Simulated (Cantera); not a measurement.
Charge: 1 mol Si, 0.006 mol O₂, 79 mol N₂, held at 21.0 Pa.

Method: chemical equilibrium by Gibbs-energy minimisation in Cantera with the NASA 1993 tables (ideal gas, pure condensed phases). Candidate condensed phases: Si, SiO₂, Si₂N₂O, Si₃N₄; 16 gas species. The tables' values for SiN are old estimates; treat these amounts as uncertain. Rates play no part.

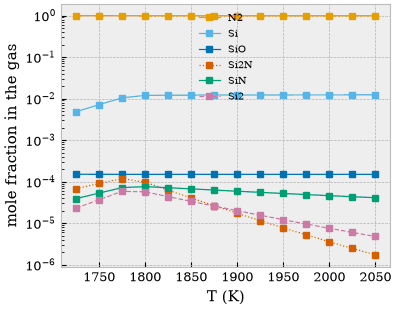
*Equilibrium gas composition (values under 1e-9 drawn at 1e-9)*

From 1725 K to 1775 K the condensed part is Si(l). From 1800 K to 2050 K nothing is condensed. The main Si-bearing gas is Si throughout.
